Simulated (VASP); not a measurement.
# YTi: structure and properties in VASP

What structure does YTi take at this level, and what are its properties? The steps: relaxing cell and atoms (PW91 + D4), second relaxation, density, ELF and potential (PW91 + D4), bands along the symmetry lines (PW91 + D4), density of states (PW91 + D4), core levels (PW91 + D4), bands along the symmetry lines (PW91 + D4 + SOC), vibrations at Γ (PW91 + D4) and band structure (PW91 + D4), changed input. The cell is generated by rule, not measured, and may not be a known phase. Left out of this account: 1 further run (elastic: elastic constants of a metal on too coarse a mesh).

Main program and level: VASP 6.6.1; PW91 with D4; plane waves and PAW (Y_sv, Ti_sv), in the first sound run; inputs show where later runs differ.

## (1) The starting structure

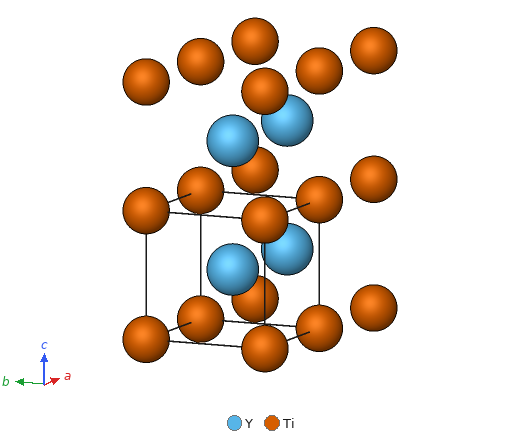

The cell as given, from a free direction (yttrium blue, titanium orange). 2×1×2 cells are drawn. Some periodic images of atoms are drawn too.

Coordinates:

```cif
data_structure
_symmetry_space_group_name_H-M 'P 1'
_symmetry_Int_Tables_number 1
_cell_length_a 3.5667
_cell_length_b 3.5667
_cell_length_c 3.5667
_cell_angle_alpha 90.000
_cell_angle_beta 90.000
_cell_angle_gamma 90.000
_cell_volume 45.37
loop_
_atom_site_label
_atom_site_type_symbol
_atom_site_fract_x
_atom_site_fract_y
_atom_site_fract_z
_atom_site_occupancy
Y1 Y 0.50000 0.50000 0.50000 1
Ti2 Ti 0.00000 0.00000 0.00000 1
```

## (2) Relaxing cell and atoms (PW91 + D4)

Properties are meant for the cell that this level of theory prefers, so cell and atoms are relaxed first (ISIF = 3) until forces and stress are small; EDIFFG sets the threshold. PW91 is the forerunner of PBE and gives much the same. A dispersion term adds the long-range attraction that semilocal functionals lack. D4 lets the coefficients depend on atomic charges too.

INCAR reads:

```
SYSTEM = YTi
PREC = Accurate
ENCUT = 400
EDIFF = 1E-06
NELM = 100
ISMEAR = 1
SIGMA = 0.2
LREAL = .FALSE.
ALGO = Normal
GGA = 91
IVDW = 13
VDW_S6 = 1
VDW_S8 = 0.77283111
VDW_A1 = 0.39581542
VDW_A2 = 4.93405761
LORBIT = 11
LWAVE = .FALSE.
LCHARG = .FALSE.
IBRION = 2
NSW = 60
ISIF = 3
EDIFFG = -0.01
```

POSCAR reads:

```
YTi
1.0
    3.5666608800      0.0000000000      0.0000000000
    0.0000000000      3.5666608800      0.0000000000
    0.0000000000      0.0000000000      3.5666608800
Y Ti
1 1
Direct
    0.5000000000      0.5000000000      0.5000000000
    0.0000000000      0.0000000000      0.0000000000
```

KPOINTS reads:

```
Automatic mesh
0
Gamma
6 6 6
0 0 0
```

PAW data sets: Y_sv and Ti_sv (PBE family, release 64).

Started as:

```console
$ mpirun -np 1 vasp_std
```

Output:

```text
[banner, memory and clock lines left out]
running    1 mpi-ranks, on    1 nodes
 distrk:  each k-point on    1 cores,    1 groups
 distr:  one band on    1 cores,    1 groups

 POSCAR found type information on POSCAR Y Ti
 POSCAR found :  2 types and       2 ions
|                                                                             |
|               ----> ADVICE to this user running VASP <----                  |
|                                                                             |
|     You enforced a specific xc type in the INCAR file but a different       |
|     [... a line on the potential file left out ...]
|     I HOPE YOU KNOW WHAT YOU ARE DOING!                                     |
|                                                                             |

 LDA part: xc-table for (Slater(with rela. corr.)+CA(PZ))
 , standard interpolation
 POSCAR, INCAR and KPOINTS ok, starting setup
 FFT: planning ... GRIDC
 FFT: planning ... GRID_SOFT
 FFT: planning ... GRID
 WAVECAR not read
 entering main loop
       N       E                     dE             d eps       ncg     rms          rms(c)
DAV:   1     0.161407543042E+03    0.16141E+03   -0.10254E+04   600   0.133E+03
DAV:   2    -0.106695185523E+01   -0.16247E+03   -0.16100E+03   621   0.389E+02
DAV:   3    -0.146738947734E+02   -0.13607E+02   -0.13408E+02  1149   0.863E+01
DAV:   4    -0.149654236943E+02   -0.29153E+00   -0.29039E+00   685   0.122E+01
DAV:   5    -0.149774732446E+02   -0.12050E-01   -0.12049E-01   993   0.191E+00    0.332E+01
DAV:   6    -0.143636964410E+02    0.61378E+00   -0.29536E+01   803   0.326E+01    0.104E+01
DAV:   7    -0.137247038362E+02    0.63899E+00   -0.20038E+01   782   0.239E+01    0.149E+01
DAV:   8    -0.134165143904E+02    0.30819E+00   -0.30611E+00   747   0.120E+01    0.149E+00
DAV:   9    -0.134195410275E+02   -0.30266E-02   -0.14717E-01   746   0.320E+00    0.455E-01
DAV:  10    -0.134199907166E+02   -0.44969E-03   -0.80135E-03   749   0.699E-01    0.285E-01
DAV:  11    -0.134198054025E+02    0.18531E-03   -0.29921E-03   778   0.463E-01    0.120E-01
DAV:  12    -0.134197713263E+02    0.34076E-04   -0.37700E-04   784   0.150E-01    0.551E-02
DAV:  13    -0.134197680354E+02    0.32909E-05   -0.17353E-04   824   0.816E-02    0.102E-02
DAV:  14    -0.134197673728E+02    0.66266E-06   -0.89862E-06   587   0.232E-02
   1 F= -.13789971E+02 E0= -.13787916E+02  d E =-.137900E+02
 curvature:   0.00 expect dE= 0.000E+00 dE for cont linesearch  0.000E+00
 trial: gam= 0.00000 g(F)=  0.000E+00 g(S)=  0.109E-01 ort = 0.000E+00 (trialstep = 0.100E+01)
 search vector abs. value=  0.109E-01
 bond charge predicted
       N       E                     dE             d eps       ncg     rms          rms(c)
DAV:   1    -0.136861944502E+02   -0.26643E+00   -0.51717E+00   747   0.256E+01    0.448E+00
DAV:   2    -0.136908620953E+02   -0.46676E-02   -0.67967E+00   815   0.164E+01    0.454E+00
DAV:   3    -0.134360450307E+02    0.25482E+00   -0.17760E+00   754   0.754E+00    0.831E-01
DAV:   4    -0.134280361673E+02    0.80089E-02   -0.10843E-01   946   0.178E+00    0.823E-01
DAV:   5    -0.134305030486E+02   -0.24669E-02   -0.25480E-02   866   0.816E-01    0.200E-01
DAV:   6    -0.134324312566E+02   -0.19282E-02   -0.36800E-03   933   0.283E-01    0.158E-01
DAV:   7    -0.134339938913E+02   -0.15626E-02   -0.33334E-03   782   0.259E-01    0.868E-02
DAV:   8    -0.134340091291E+02   -0.15238E-04   -0.32088E-04   885   0.944E-02    0.199E-02
DAV:   9    -0.134340169074E+02   -0.77783E-05   -0.21815E-05   755   0.305E-02    0.573E-03
DAV:  10    -0.134340179062E+02   -0.99883E-06   -0.66963E-06   810   0.136E-02
   2 F= -.13794303E+02 E0= -.13792006E+02  d E =-.433187E-02
 trial-energy change:   -0.004332  1 .order   -0.004298   -0.010918    0.002323
 step:   0.8268(harm=  0.8246)  dis= 0.00000  next Energy=   -13.794504 (dE=-0.453E-02)
 bond charge predicted
       N       E                     dE             d eps       ncg     rms          rms(c)
DAV:   1    -0.134396194818E+02   -0.56026E-02   -0.15020E-01   733   0.438E+00    0.721E-01
DAV:   2    -0.134369788527E+02    0.26406E-02   -0.12525E-01   808   0.248E+00    0.660E-01
DAV:   3    -0.134326560223E+02    0.43228E-02   -0.40644E-02   761   0.112E+00    0.188E-01
DAV:   4    -0.134323174104E+02    0.33861E-03   -0.28834E-03   935   0.380E-01    0.927E-02
DAV:   5    -0.134324205909E+02   -0.10318E-03   -0.29302E-04   777   0.889E-02    0.376E-02
DAV:   6    -0.134325014514E+02   -0.80860E-04   -0.12725E-04   782   0.497E-02    0.227E-02
DAV:   7    -0.134325270970E+02   -0.25646E-04   -0.32291E-05   984   0.313E-02    0.771E-03
DAV:   8    -0.134325335524E+02   -0.64554E-05   -0.10414E-05   782   0.156E-02    0.210E-03
DAV:   9    -0.134325338782E+02   -0.32582E-06   -0.58702E-07   328   0.527E-03
   3 F= -.13794517E+02 E0= -.13792257E+02  d E =-.454643E-02
 curvature:  -0.41 expect dE=-0.243E-06 dE for cont linesearch -0.243E-06
 trial: gam= 0.00000 g(F)=  0.419E-68 g(S)=  0.590E-06 ort =-0.802E-04 (trialstep = 0.965E+00)
 search vector abs. value=  0.590E-06
 reached required accuracy - stopping structural energy minimisation
```

Wall time 12 s (1 MPI rank of Intel Xeon 6975P-C (Granite Rapids), shared host); peak memory 0.15 GiB.

Lines that name or quote the potential files are left out of all logs, and their timing lines are given in words.

OUTCAR, selected parts (step 2):

```text
ion  position               nearest neighbor table
   1  0.500  0.500  0.500-   2 3.09   2 3.09   2 3.09   2 3.09   2 3.09   2 3.09   2 3.09   2 3.09

  LATTYP: Found a simple cubic cell.
 ALAT       =     3.5666608800

 Subroutine GETGRP returns: Found 48 space group operations
 (whereof 48 operations were pure point group operations)

The static configuration has the point symmetry O_h .

 Found     20 irreducible k-points:

   k-points           NKPTS =     20   k-points in BZ     NKDIM =     20   number of bands    NBANDS=     15

   dimension x,y,z NGX =    24 NGY =   24 NGZ =   24
   dimension x,y,z NGXF=    48 NGYF=   48 NGZF=   48

   ENCUT  =  400.0 eV  29.40 Ry    5.42 a.u.   5.82  5.82  5.82*2*pi/ulx,y,z

   NELECT =      23.0000    total number of electrons

 k-points in reciprocal lattice and weights: Automatic mesh
   0.00000000  0.00000000  0.00000000       0.005
   0.16666667  0.00000000  0.00000000       0.028
   0.33333333  0.00000000  0.00000000       0.028
   0.50000000  0.00000000  0.00000000       0.014
   0.16666667  0.16666667  0.00000000       0.056
   0.33333333  0.16666667  0.00000000       0.111
   0.50000000  0.16666667  0.00000000       0.056
   0.33333333  0.33333333  0.00000000       0.056
   0.50000000  0.33333333  0.00000000       0.056
[...]
0.50000000  0.50000000  0.33333333       0.028
   0.50000000  0.50000000  0.50000000       0.005

 average (electrostatic) potential at core
       1 -34.6786       2 -75.7186

 E-fermi :   5.2112

 k-point     1 :       0.0000    0.0000    0.0000
  band No.  band energies     occupation
    ...
      7     -16.4965      2.00000
      8     -16.4965      2.00000
      9      -0.0067      2.00000
     10       3.3960      2.00000
     11       3.3960      2.00000
     12       6.1736     -0.00000
     13       6.1736     -0.00000
     14       6.1736     -0.00000
     15       8.3263     -0.00000

 k-point     2 :       0.1667    0.0000    0.0000
  band No.  band energies     occupation
    ...
      7     -16.4918      2.00000
      8     -16.4918      2.00000
      9       0.4328      2.00000
     10       3.6306      2.00000
     11       3.6307      2.00000
     12       6.1232     -0.00000
     13       6.1232     -0.00000
     14       6.2820     -0.00000
     15       7.8912     -0.00000

 k-point     3 :       0.3333    0.0000    0.0000
  band No.  band energies     occupation
    ...
      7     -16.4823      2.00000
      8     -16.4823      2.00000
      9       1.5924      2.00000
     10       3.8538      2.00000
     11       4.2943      2.00000
     12       6.0698     -0.00000
     13       6.0698     -0.00000
     14       6.5292     -0.00000
     15       6.8395     -0.00000

  DFT-D4 for vdW energy calculation

  Edisp (eV):   -0.36198

  Total      -0.00285    -0.00285    -0.00285     0.00000     0.00000    -0.00000
  in kB      -0.09849    -0.09849    -0.09849     0.00000     0.00000    -0.00000
  external pressure =       -0.10 kB  Pullay stress =        0.00 kB

  energy-cutoff  :      400.00
  volume of cell :       46.43
      direct lattice vectors                 reciprocal lattice vectors
     3.594290159  0.000000000  0.000000000     0.278219052 -0.000000000  0.000000000
     0.000000000  3.594290159  0.000000000    -0.000000000  0.278219052  0.000000000
     0.000000000  0.000000000  3.594290159     0.000000000 -0.000000000  0.278219052

 POSITION                                       TOTAL-FORCE (eV/Angst)
 -----------------------------------------------------------------------------------
      1.79715      1.79715      1.79715         0.000000      0.000000      0.000000
      0.00000      0.00000      0.00000        -0.000000      0.000000      0.000000
 -----------------------------------------------------------------------------------
    total drift:                                0.000000      0.000000     -0.000000

  FREE ENERGIE OF THE ION-ELECTRON SYSTEM (eV)
  ---------------------------------------------------
  free  energy   TOTEN  =       -13.7945173522 eV

  energy  without entropy=      -13.7877362661  energy(sigma->0) =      -13.79225699

 reached required accuracy - stopping structural energy minimisation

 total charge
# of ion       s       p       d       f       tot
--------------------------------------------------
    1        2.294   6.262   1.175   0.021   9.752
    2        2.230   6.069   1.877   0.000  10.176
--------------------------------------------------
tot          4.524  12.331   3.052   0.021  19.928

[... 3 further parts left out ...]
```

This run has no spin polarisation. Its electron count is odd, so without a moment it is a metal by construction. The k-mesh is coarse for a metal. The PAW data sets were made with PBE, which is usual practice but a small mismatch for other functionals. Dispersion corrections of this kind ignore metallic screening and tend to overbind metals. The run keeps the 48 symmetry operations of its start, so it cannot find a distortion of lower symmetry.

Step by step:

```tsv
step	energy less that of the first step (eV)	largest force (eV/Å)	pressure (GPa)	volume (Å³)
1	0.0000	0.0000	1.37	45.37
2	-0.0043	0.0000	-0.28	46.66
3	-0.0045	0.0000	-0.01	46.43
```

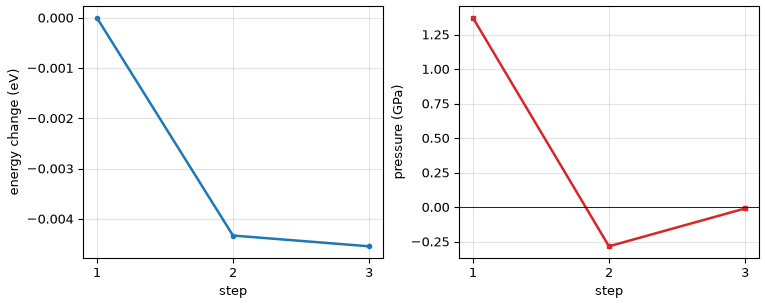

Energy and pressure along the relaxation.

```tsv
conventional cell, symmetrised	before	after	change
a (Å)	3.567	3.594	+0.8 %
b (Å)	3.567	3.594	+0.8 %
c (Å)	3.567	3.594	+0.8 %
volume (Å³/atom)	22.69	23.22	+2.3 %
```

Final coordinates:

```
Y Ti
1.0
     3.59429    0.00000    0.00000
     0.00000    3.59429    0.00000
     0.00000    0.00000    3.59429
Y Ti
1 1
Direct
  0.50000 0.50000 0.50000
  0.00000 0.00000 0.00000
```

This step gave:

```
electrons                       : 23
bands                           : 15
irreducible k-points            : 20
symmetry operations             : 48
free energy (TOTEN)             : -13.79 eV
energy at zero smearing         : -13.79 eV
Fermi energy                    : 5.211 eV
pressure                        : -0.009849 GPa
metallic                        : yes
SCF cycles over all ionic steps : 33
```

It ends with forces that vanish by symmetry and a pressure of -0.01 GPa.

(Part 1 of 4 ends here.)

[Lines on the potential files, build, host, timing and source positions are cut from VASP's logs without a mark.]

[Logs are printed without paths, hosts, clocks, repeated set-up lines and the standing remarks that a program may print on its own settings, such as how far it seeks lower states.]

[Hosts, paths, dates, database ids (printed as entryN), source tags and the programs' standing remarks are cut or masked in the printed files.]

[A measured line is paired with the nearest computed mode of its activity, which favours agreement.]

[In band tables of VASP the shares of atoms and orbitals are scaled to a sum of 1 inside the atoms' spheres.]
